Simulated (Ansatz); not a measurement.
# BH4S: the cost of one run

The runs use Ansatz 0.2.0, Gaussian basis; single points in def2-TZVPP.

Correlated methods freeze the cores.

## 1. The starting structure

SMILES `B[SH2+]`, 6 atoms, charge 1, spin multiplicity 1.

Atoms are counted from 1 here; the program's logs count them from 0.

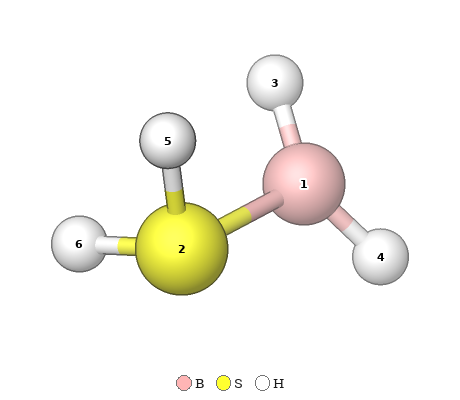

As it starts; boron pink, sulfur yellow, hydrogen white; atoms are numbered from 1 in the order of the file.

As a file:

```xyz
6

B     0.0973   -0.9044    0.0624
S     0.5584    0.9727   -0.0201
H    -1.0209   -1.0146   -0.1556
H     0.9758   -1.5857    0.3686
H    -0.2068    1.2725   -1.0808
H    -0.2340    1.3780    0.9959
```

## 2. PBE-D4/def2-TZVPP

The input, run/in.yaml:

```yaml
crystal:
  periodic: [false, false, false]
  atoms:
    - {symbol: B, position_ang: [0.097250, -0.904447, 0.062414]}
    - {symbol: S, position_ang: [0.558400, 0.972702, -0.020119]}
    - {symbol: H, position_ang: [-1.020891, -1.014557, -0.155624]}
    - {symbol: H, position_ang: [0.975819, -1.585663, 0.368575]}
    - {symbol: H, position_ang: [-0.206795, 1.272506, -1.080793]}
    - {symbol: H, position_ang: [-0.233957, 1.377960, 0.995932]}
basis:
  gaussian: {orbitals: def2-TZVPP}
total_charge: 1
hamiltonian: {xc: pbe, dispersion: d4}
output: {forces: true}
```

Command:

```
$ ansatz run in.yaml --threads 2 --pin off --events-out ev --progress --plain --max-ram 3481MiB
```

Q: Estimate wall time and peak memory on 2 threads of Intel Xeon at 2.50GHz, shared host.

About 4 s, with a peak of 0.12 GiB.
